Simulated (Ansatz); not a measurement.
## linear Cd chain under tension and compression

Aim: how do moment and conductance of the linear Cd chain follow its length?

Calculated with Ansatz 0.2.0; DFT PBE, plane waves, PAW; relaxation of a chain's period, in the first sound run; inputs show where later runs differ.

### 1. The structure

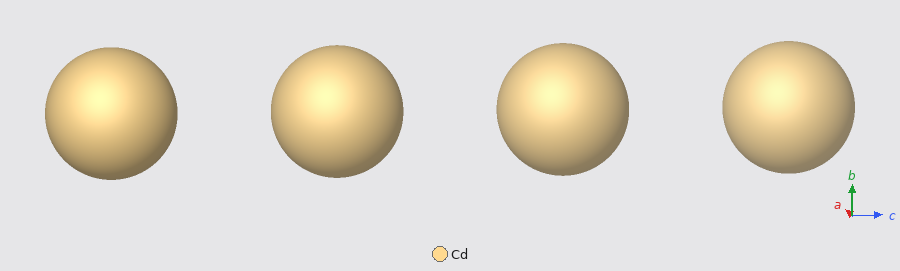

Start, viewed from the side, with the c axis across the page; cadmium orange. 1×1×3 cells are drawn. Some periodic images of atoms are drawn too.

The cell holds 1 atom: 1 Cd. Cell: a = 7.500 Å, b = 7.500 Å, c = 2.678 Å, α = 90.0°, β = 90.0°, γ = 90.0°. Vacuum lies along a and b. The structure's axis is c.

### 2. The relaxed wire

Band widths follow the bond lengths, so the chain is relaxed first. The atoms and the third cell vector are free; the box across stays fixed as vacuum. Moments are seeded so that a magnetic state can form if it lies lower. A Fermi-Dirac smearing is set since the result may be a metal. The pressure printed is a third of the stress's trace over the whole box, vacuum included; only the stress along the axis is relaxed.

File input.yaml:

```yaml
crystal:
  lattice:
    - [7.5, 0.0, 0.0]
    - [0.0, 7.5, 0.0]
    - [0.0, 0.0, 2.6784]
  atoms:
    - { symbol: Cd, position: [0.5, 0.5, 0.0], spin: 0.5 }
magnetization:
  spin_polarized: true
kpoints:
  mp_grid: { grid: [1, 1, 30] }
scf:
  occupations: { method: fermi_dirac, width: 0.05 }
hamiltonian:
  xc: pbe
relax:
  cell: { fix: [a, b, alpha, beta, gamma] }
  max_steps: 60
```

The run is started by

```console
> ansatz run input.yaml --threads 4 --pin off --max-ram 8192MiB --backend cpu --events-out ev --progress --plain --runs-dir out
```

Numbers of over 12 decimals in the logs are rounded to 6 here.

Log:

```text
Engine: ansatz 0.2.0, aarch64-unknown-linux-gnu
Pseudopotentials: kind: paw
Pseudopotential: Cd, paw, valence charge 20, recommended cutoff 420 eV (normal), Cd.paw.azcp
Functional definition: PBE
  parameter kappa = 0.804
  parameter beta = 0.066725
  exchange = pbe_x(kappa = kappa, mu = beta*pi^2/3)
  correlation = pbe_c(beta = beta)
Crystal: 1 atoms, lattice volume = 150.660 Å³
Basis set: ecut = 420 eV, 3009 PW (Γ), exchange–correlation on 108×108×36 points (8 copies of the dense FFT grid, shifted against one another)
Bands: 15, of which v1, the nominal top of the filled ones, is band 10 counted from 1 (9 counted from 0)
Symmetry: 16 space group operations
Space group: P4/mmm (ITA 123), of the structure as read, at distance tolerance 5.3e-5 Å
Magnetic group: BNS 123.339 (UNI 999), of the structure as read, at distance tolerance 5.3e-5 Å
k-points: 16 of 30
Non-local potential: Cd, projectors of the file, l = 0: 3, l = 1: 2, l = 2: 2, l = 3: 1
PAW form: soft (Blöchl's): semilocal exchange-correlation on the pseudo side does not see the compensation charge
PAW one-centre angular grid: Cd, 590 points (default); XC on 64 Gauss nodes
Initial density: superposition of atomic densities (neutral atoms: chi_scale 0, normalization atom)
Starting moments: Σ|m| = 0.5 μB on 1 of 1 site
Initial wavefunctions: pseudopotential atomic-orbital guess
Functional: x = pbe(κ = 0.804, μ = 0.219515), c = pbe(β = 0.066725)
iter 1 solved again at ethr=7.98e-4 eV; its pass at ethr=3.10e-3 eV (dr2=1.60e-1 eV) is discarded
SCF iter   1: F=—  HF=-8253.702353 eV  |F-HF|=—  |Δ(HF+E_count)|=         —  Δρ=1.49e-2 (↑1.49e-2 ↓1.11e-2)  dr2=1.66e-1  dr2_m=2.10e-1  M=0.028 μB ∫|m|=0.032 μB  β_m=0.30  ethr=7.98e-4  ⟨swp⟩=1.0  Hψ=3226  notcnv=0
preconditioner: auto → LDOS  [metal: Δε(μ)=0.112 eV  Ē_g=11.846 eV  σ=0.050 eV  W_gap=0.44  n_scr=20 (ndim 8)  ℏωp=10.5 eV  f_vac=0.711  D(μ)=0.66/eV (n_scr^D=4)]
spin=Collinear: LDOS preconditioning applied to the charge; magnetization (m = ρ↑ − ρ↓) channel mixes plain (no charge-response kernel on spin).
SCF iter   2: F=—  HF=-8253.701094 eV  |F-HF|=—  |Δ(HF+E_count)|=   1.26e-3  Δρ=9.73e-3 (↑9.73e-3 ↓8.83e-3)  dr2=7.64e-2  dr2_m=1.07e-1  M=0.026 μB ∫|m|=0.028 μB  β_m=0.30  ethr=7.98e-4  ⟨swp⟩=2.0  Hψ=602  notcnv=0
SCF iter   3: F=—  HF=-8253.699319 eV  |F-HF|=—  |Δ(HF+E_count)|=   1.77e-3  Δρ=6.99e-3 (↑5.76e-3 ↓6.99e-3)  dr2=1.04e-2  dr2_m=5.48e-2  M=0.025 μB ∫|m|=0.025 μB  β_m=0.30  ethr=3.82e-4  ⟨swp⟩=2.4  Hψ=919  notcnv=0  defer=7
SCF iter   4: F=—  HF=-8253.705304 eV  |F-HF|=—  |Δ(HF+E_count)|=   5.99e-3  Δρ=4.66e-3 (↑4.66e-3 ↓4.40e-3)  dr2=1.96e-3  dr2_m=2.80e-2  M=0.020 μB ∫|m|=0.021 μB  β_m=0.30  ethr=5.18e-5  ⟨swp⟩=2.5  Hψ=908  notcnv=0  defer=13
SCF iter   5: F=—  HF=-8253.708940 eV  |F-HF|=—  |Δ(HF+E_count)|=   3.64e-3  Δρ=3.27e-3 (↑3.20e-3 ↓3.27e-3)  dr2=5.83e-4  dr2_m=1.44e-2  M=0.016 μB ∫|m|=0.017 μB  β_m=0.30  ethr=9.80e-6  ⟨swp⟩=2.0  Hψ=726  notcnv=0  defer=13
SCF iter   6: F=—  HF=-8253.710380 eV  |F-HF|=—  |Δ(HF+E_count)|=   1.44e-3  Δρ=2.31e-3 (↑2.31e-3 ↓2.31e-3)  dr2=6.10e-5  dr2_m=7.36e-3  M=0.014 μB ∫|m|=0.014 μB  β_m=0.30  ethr=2.91e-6  ⟨swp⟩=2.3  Hψ=791  notcnv=0  defer=13
SCF iter   7: F=—  HF=-8253.711090 eV  |F-HF|=—  |Δ(HF+E_count)|=   7.10e-4  Δρ=1.65e-3 (↑1.65e-3 ↓1.65e-3)  dr2=3.60e-6  dr2_m=3.77e-3  M=0.011 μB ∫|m|=0.011 μB  β_m=0.30  ethr=3.05e-7  ⟨swp⟩=2.0  Hψ=788  notcnv=0  defer=13
Mixer restart at iter 7: flushing history
spin-set hold released at iteration 7 (site moments contracting): the magnetisation degrees of freedom join the quasi-Newton model from the next iteration; the mixer history was flushed
SCF iter   8: F=—  HF=-8253.711442 eV  |F-HF|=—  |Δ(HF+E_count)|=   3.51e-4  Δρ=1.18e-3 (↑1.18e-3 ↓1.18e-3)  dr2=2.18e-6  dr2_m=1.93e-3  M=0.010 μB ∫|m|=0.010 μB  β_m=0.65  ethr=1.80e-8  ⟨swp⟩=2.3  Hψ=760  notcnv=0  defer=13
SCF iter   9: F=—  HF=-8253.711819 eV  |F-HF|=—  |Δ(HF+E_count)|=   3.78e-4  Δρ=1.84e-5 (↑1.84e-5 ↓1.81e-5)  dr2=6.82e-8  dr2_m=4.45e-7  M=0.004 μB ∫|m|=0.004 μB  β_m=0.82  ethr=1.09e-8  ⟨swp⟩=3.4  Hψ=1008  notcnv=0  defer=13
SCF iter  10: F=—  HF=-8253.711801 eV  |F-HF|=—  |Δ(HF+E_count)|=   1.88e-5  Δρ=1.15e-5 (↑1.15e-5 ↓1.08e-5)  dr2=2.07e-8  dr2_m=1.68e-7  M=0.002 μB ∫|m|=0.002 μB  β_m=0.91  ethr=3.41e-10  ⟨swp⟩=4.3  Hψ=1420  notcnv=0
SCF iter  11: F=—  HF=-8253.711802 eV  |F-HF|=—  |Δ(HF+E_count)|=   1.47e-6  Δρ=9.05e-6 (↑6.88e-6 ↓9.05e-6)  dr2=1.24e-7  dr2_m=5.00e-8  M=0.001 μB ∫|m|=0.001 μB  β_m=0.80  ethr=1.03e-10  ⟨swp⟩=4.0  Hψ=1418  notcnv=0
SCF iter  12: F=—  HF=-8253.711803 eV  |F-HF|=—  |Δ(HF+E_count)|=   4.07e-7  Δρ=3.30e-6 (↑3.30e-6 ↓2.75e-6)  dr2=2.76e-9  dr2_m=1.19e-8  M=0.001 μB ∫|m|=0.001 μB  β_m=0.87  ethr=1.03e-10  ⟨swp⟩=1.8  Hψ=1535  notcnv=0
SCF iter  13: F=—  HF=-8253.711803 eV  |F-HF|=—  |Δ(HF+E_count)|=   1.23e-7  Δρ=7.99e-7 (↑7.99e-7 ↓6.45e-7)  dr2=1.87e-10  dr2_m=6.68e-10  M=0.000 μB ∫|m|=0.000 μB  β_m=0.90  ethr=1.38e-11  ⟨swp⟩=4.0  Hψ=1210  notcnv=0
SCF iter  14: F=-8253.711803 eV  HF=-8253.711803 eV  |F-HF|=6.91e-11  |Δ(HF+E_count)|=   7.34e-9  Δρ=1.08e-7 (↑1.08e-7 ↓9.11e-8)  dr2=1.16e-11  dr2_m=1.19e-11  M=0.000 μB ∫|m|=0.000 μB  ethr=1.00e-12  ⟨swp⟩=3.0  Hψ=1123  notcnv=0
WARN: the starting moments were not kept: the SCF closed with an absolute magnetisation of 2.1e-5 μB, where they sum to 0.5 μB in size (1 site). That is at most 0.1 of that sum. Measured as dr2_m measures the in/out step, that magnetisation stands 2.0e-11 eV from none, at or under the dr2_threshold of 1.0e-7 eV: it is no larger than a step whose dr2_m would equal this threshold. The system may hold no moment; this SC [...]
SCF 1 converged in 14 iterations: F = -8253.711803 eV  dr2 = 1.16e-11
  greatest PAW one-centre occupation: 1.000 electrons in one spin orbital (limit 2), on the Cd atom at site 0 (counted from 0), in its partial waves of l = 0
relax step   1: F+E_penalty+E_count = -8253.71180265 eV  Δ(F+E_penalty+E_count) = +0.000e0 eV  max|allowed force component| = 0.000e0 eV/Å  Δτ_max = 0.0000 Å  P = +0.725 GPa  Ω = 150.660 Å³  fix = [a, b, alpha, beta, gamma]  reactions: a -0.113, b -0.113 GPa  (14 SCF iters, dr2 threshold 1.00e-7 eV, accepted)
Crystal: 1 atoms, lattice volume = 156.965 Å³
Basis set: ecut = 420 eV, 3129 PW (Γ), exchange–correlation on 108×108×36 points (8 copies of the dense FFT grid, shifted against one another)
Initial density: handed on by an earlier stage of this run
Starting moments: Σ|m| = 0.5 μB on 1 of 1 site; this step starts from the density that it was given
Initial wavefunctions: those handed on with the density
[...]
relax step   5: F+E_penalty+E_count = -8253.82057499 eV  Δ(F+E_penalty+E_count) = -1.236e-2 eV  max|allowed force component| = 0.000e0 eV/Å  Δτ_max = 0.0000 Å  P = -0.077 GPa  Ω = 173.786 Å³  energy of the carried Pulay correction = -1.282e-3 eV  fix = [a, b, alpha, beta, gamma]  reactions: a -0.162, b -0.162 GPa  (7 SCF iters, dr2 threshold 1.00e-7 eV, accepted)
relax step   6: F+E_penalty+E_count = -8253.82059414 eV  Δ(F+E_penalty+E_count) = -1.914e-5 eV  max|allowed force component| = 0.000e0 eV/Å  Δτ_max = 0.0000 Å  P = -0.138 GPa  Ω = 176.373 Å³  energy of the carried Pulay correction = -1.411e-3 eV  fix = [a, b, alpha, beta, gamma]  reactions: a -0.169, b -0.169 GPa  (7 SCF iters, dr2 threshold 2.16e-8 eV, accepted)
relax step   7: F+E_penalty+E_count = -8253.82092017 eV  Δ(F+E_penalty+E_count) = -3.260e-4 eV  max|allowed force component| = 0.000e0 eV/Å  Δτ_max = 0.0000 Å  P = -0.112 GPa  Ω = 175.291 Å³  energy of the carried Pulay correction = -1.357e-3 eV  fix = [a, b, alpha, beta, gamma]  reactions: a -0.166, b -0.166 GPa  (6 SCF iters, dr2 threshold 1.48e-8 eV, accepted)
relax step   8: F+E_penalty+E_count = -8253.82720282 eV  Δ(F+E_penalty+E_count) = -6.283e-3 eV  max|allowed force component| = 0.000e0 eV/Å  Δτ_max = 0.0000 Å  P = -0.040 GPa  Ω = 175.291 Å³  fix = [a, b, alpha, beta, gamma]  reactions: a -0.153, b -0.153 GPa  stress off target by 1.87e-1 GPa on what of the cell is left free  SCF on the basis re-selected at this cell (its energy is not comparable with the rows above)  (7 SCF iters)
relax step   9: F+E_penalty+E_count = -8253.82962527 eV  Δ(F+E_penalty+E_count) = -2.422e-3 eV  max|allowed force component| = 0.000e0 eV/Å  Δτ_max = 0.0000 Å  P = -0.065 GPa  Ω = 178.077 Å³  energy of the carried Pulay correction = -1.304e-4 eV  fix = [a, b, alpha, beta, gamma]  reactions: a -0.153, b -0.153 GPa  (7 SCF iters, dr2 threshold 8.76e-8 eV, accepted)
relax step  10: F+E_penalty+E_count = -8253.83106098 eV  Δ(F+E_penalty+E_count) = -1.436e-3 eV  max|allowed force component| = 0.000e0 eV/Å  Δτ_max = 0.0000 Å  P = -0.092 GPa  Ω = 182.000 Å³  energy of the carried Pulay correction = -3.083e-4 eV  fix = [a, b, alpha, beta, gamma]  reactions: a -0.152, b -0.152 GPa  (7 SCF iters, dr2 threshold 3.00e-8 eV, accepted)
relax step  11: F+E_penalty+E_count = -8253.83113019 eV  Δ(F+E_penalty+E_count) = -6.921e-5 eV  max|allowed force component| = 0.000e0 eV/Å  Δτ_max = 0.0000 Å  P = -0.099 GPa  Ω = 183.273 Å³  energy of the carried Pulay correction = -3.647e-4 eV  fix = [a, b, alpha, beta, gamma]  reactions: a -0.152, b -0.152 GPa  (7 SCF iters, accepted)
iter 1 solved again at ethr=9.67e-8 eV; its pass at ethr=3.10e-3 eV (dr2=1.93e-5 eV) is discarded
SCF iter   1: F=—  HF=-8253.831447 eV  |F-HF|=—  |Δ(HF+E_count)|=         —  Δρ=2.20e-5 (↑2.20e-5 ↓2.20e-5)  dr2=6.31e-7  dr2_m=5.22e-14  M=-0.000 μB ∫|m|=0.000 μB  β_m=0.30  ethr=9.67e-8  ⟨swp⟩=3.0  Hψ=3826  notcnv=0
preconditioner: auto → Resta (q_TF=auto, 1.886 Å⁻¹)  ε∞=1.7  [insulator: Δε(μ)=0.993 eV  Ē_g=11.160 eV  σ=0.050 eV  W_gap=1.00  n_scr=20 (ndim 8)  ℏωp=9.5 eV  f_vac=0.720  D(μ)=0.00/eV (n_scr^D=0)  ε∞_Penn≈1.7  vacuum switching on, ρ_ref=9.0e-3 e/Å³]
spin=Collinear: Resta preconditioning applied to the charge; magnetization (m = ρ↑ − ρ↓) channel mixes plain (no charge-response kernel on spin).
SCF iter   2: F=—  HF=-8253.831436 eV  |F-HF|=—  |Δ(HF+E_count)|=   1.06e-5  Δρ=1.45e-5 (↑1.45e-5 ↓1.45e-5)  dr2=2.56e-7  dr2_m=6.16e-14  M=-0.000 μB ∫|m|=0.000 μB  β_m=0.52  ethr=3.16e-9  ⟨swp⟩=2.4  Hψ=710  notcnv=0
SCF iter   3: F=—  HF=-8253.831439 eV  |F-HF|=—  |Δ(HF+E_count)|=   2.48e-6  Δρ=3.18e-6 (↑3.17e-6 ↓3.18e-6)  dr2=1.13e-8  dr2_m=5.64e-14  M=-0.000 μB ∫|m|=0.000 μB  β_m=0.55  ethr=1.28e-9  ⟨swp⟩=2.5  Hψ=736  notcnv=0
SCF iter   4: F=—  HF=-8253.831439 eV  |F-HF|=—  |Δ(HF+E_count)|=   3.60e-7  Δρ=4.04e-7 (↑4.04e-7 ↓4.04e-7)  dr2=3.44e-10  dr2_m=9.60e-15  M=-0.000 μB ∫|m|=0.000 μB  β_m=0.78  ethr=5.65e-11  ⟨swp⟩=2.8  Hψ=852  notcnv=0
SCF iter   5: F=-8253.831439 eV  HF=-8253.831439 eV  |F-HF|=7.28e-11  |Δ(HF+E_count)|=   2.96e-7  Δρ=2.00e-8 (↑2.00e-8 ↓1.92e-8)  dr2=2.91e-12  dr2_m=4.68e-16  M=-0.000 μB ∫|m|=0.000 μB  ethr=1.00e-12  ⟨swp⟩=3.7  Hψ=1971  notcnv=0
the starting moments were not kept: the SCF closed with an absolute magnetisation of 5.4e-9 μB, where they sum to 0.5 μB in size (1 site). That is at most 0.1 of that sum. Measured as dr2_m measures the in/out step, that magnetisation stands 5.3e-18 eV from none, at or under the dr2_threshold of 1.0e-11 eV: it is no larger than a step whose dr2_m would equal this threshold.
SCF 12 converged in 5 iterations: F = -8253.831439 eV  dr2 = 2.91e-12
relax step  12: F+E_penalty+E_count = -8253.83143947 eV  Δ(F+E_penalty+E_count) = -3.093e-4 eV  max|allowed force component| = 0.000e0 eV/Å  Δτ_max = 0.0000 Å  P = -0.101 GPa  Ω = 183.273 Å³  fix = [a, b, alpha, beta, gamma]  reactions: a -0.152, b -0.152 GPa  stress off target by 2.82e-3 GPa on what of the cell is left free  SCF on the basis re-selected at this cell (its energy is not comparable with the rows above)  (5 SCF iters)
basis re-selected at this cell: Δ(F+E_penalty+E_count) = -3.093e-4 eV, ΔP = -0.001 GPa vs the last step (what re-selecting the basis moved, of the pressure what is left beyond the Pulay correction that the steps carried, after the strain that the cell walked since its last selection, with what the two solves' SCF thresholds leave and, on support functions, any second-order correction that the steps lacked; it is no measure of the basis error at this ecutwfc). This SCF's stress stands 2.82e-3 GPa from its target on what of the cell is left free (relax.cell.stress_tol is 5.00e-2 GPa) and its largest allowed force component is 0.00e0 eV/Å (relax.f_tol is 1.00e-2 eV/Å): [rest of the remark cut]
SCF converged after 5 iterations
Magnetization: -0.0000 μB (10.0000 up, 10.0000 down)
Absolute magnetization: 0.0000 μB (∫|ρ↑−ρ↓|, with the PAW one-centre terms)
Spin contamination: 0.0000 ħ² per cell (⟨S²⟩ above its minimum at these occupations)
Per-site moments (μB) at R_I (Å): [(7.582043922172022e-10, 1.343999)]
Free energy (F): -8253.831439 eV
Harris-Foulkes:  -8253.831439 eV  (|F-HF|=7.28e-11)
Internal energy: -8253.831436 eV  (E = F + TS)
E sigma→0 (E₀):  -8253.831438 eV
Entropy (-TS):   -0.000004 eV (-0.004 meV/atom)
Fermi energy:    -0.993980 eV
--- Per-component energies (eV) ---
  E_band       = -700.195718
  E_kinetic    = 505.116093
  E_local      = -6491.842938  (includes V_loc(G=0)·N_el)
  E_nonlocal   = 31.758543
  E_hartree    = 3007.479310
  E_xc         = -175.516512
  E_vxc        = -219.748124  (∫ρ·V_xc dr)
  E_paw        = -4082.991422  (= ΣΔE_a)
  E_vpaw       = -540.437791  (= ΣTr[D̂ρ^β])
  E_aug_tail   = 0.000014  (compensation charges beyond the density's cutoff)
  E_ewald      = -1047.834524
  E_smearing   = -0.000004  (= −TS)
  E_closure    = -0.000000  (closes the sum)
  Σ components = -8253.831439   (vs F -8253.831439, Δ=0.00e0)
--- Forces (eV/Å), atoms counted from 1 ---
  atom   1  Cd     0.00000000     0.00000000     0.00000000
  max |Σ_I F_I| component: 2.27e-28 eV/Å
--- Stress (GPa, compression-positive) ---
       -0.152394       0.000000       0.000000
        0.000000      -0.152394       0.000000
        0.000000       0.000000       0.002823
  P = ⅓ Tr σ = -0.1007 GPa (-1.007 kbar)
--- Relaxed structure (10 steps of the walk, 10 accepted, 2 SCFs on fresh bases) ---
  F+E_penalty+E_count = -8253.83143947 eV   max|allowed force component| = 0.000e0 eV/Å   (the final SCF, on the basis selected at the relaxed cell)
  cell:  # Å, volume = 183.2726 Å³
    - [7.5, 0.0, 0.0]
    - [0.0, 7.5, 0.0]
    - [0.0, 0.0, 3.258179]
  atoms:
    - { symbol: Cd, position: [0.5, 0.5, 0.0] }
```

Elapsed: 14 s, on 4 threads of Arm Neoverse V2, shared host; peak memory 0.42 GiB.

Relaxation path:

```csv
step,energy less that of the first step (eV),largest force component (eV/Å),pressure (GPa),volume (Å³)
1,0.0000,0.0000,0.72,150.66
2,-0.0657,0.0000,0.26,156.96
3,-0.0871,0.0000,0.03,161.98
4,-0.0964,0.0000,0.02,166.44
5,-0.1088,0.0000,-0.08,173.79
6,-0.1088,0.0000,-0.14,176.37
7,-0.1091,0.0000,-0.11,175.29
8*,-0.1154,0.0000,-0.04,175.29
9,-0.1178,0.0000,-0.07,178.08
10,-0.1193,0.0000,-0.09,182.00
11,-0.1193,0.0000,-0.10,183.27
12*,-0.1196,0.0000,-0.10,183.27
```

Relaxation steps marked * repeat the geometry before them on a plane-wave basis chosen anew for their cell, so energy and pressure can jump there.

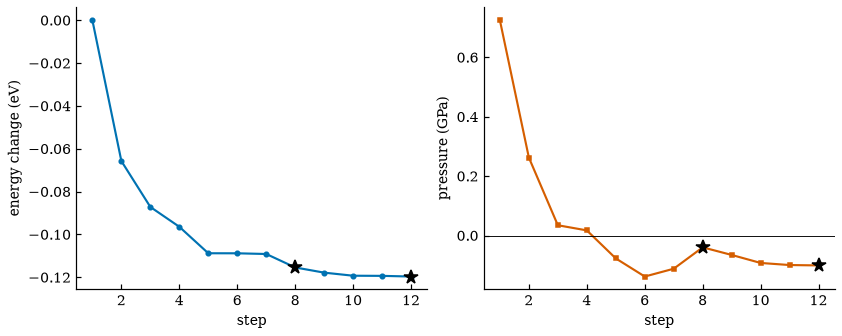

Energy and pressure along the relaxation. Stars mark steps on a basis chosen anew.

```csv
cell as run,before,after,change
c (Å),2.678,3.258,+21.6 %
```

Final coordinates:

```cif
data_structure
_symmetry_space_group_name_H-M 'P 1'
_symmetry_Int_Tables_number 1
_cell_length_a 7.5000
_cell_length_b 7.5000
_cell_length_c 3.2582
_cell_angle_alpha 90.000
_cell_angle_beta 90.000
_cell_angle_gamma 90.000
_cell_volume 183.27
loop_
_atom_site_label
_atom_site_type_symbol
_atom_site_fract_x
_atom_site_fract_y
_atom_site_fract_z
_atom_site_occupancy
Cd1 Cd 0.50000 0.50000 0.00000 1
```

This step gave:

```yaml
cell_length_along_the_wire: 3.258 Å
```

The cell's length comes to 3.258 Å with no moment. That is +22 % against the start, more than a small adjustment.

The cell grew by 21.6 % in its periodic edges.

(Part 1 of 3 ends here.)

[Logs are printed without paths, hosts, clocks, repeated set-up lines and the standing remarks that a program may print on its own settings, such as how far it seeks lower states.]

[Hosts, paths, dates, database ids (printed as entryN), source tags and the programs' standing remarks are cut or masked in the printed files.]
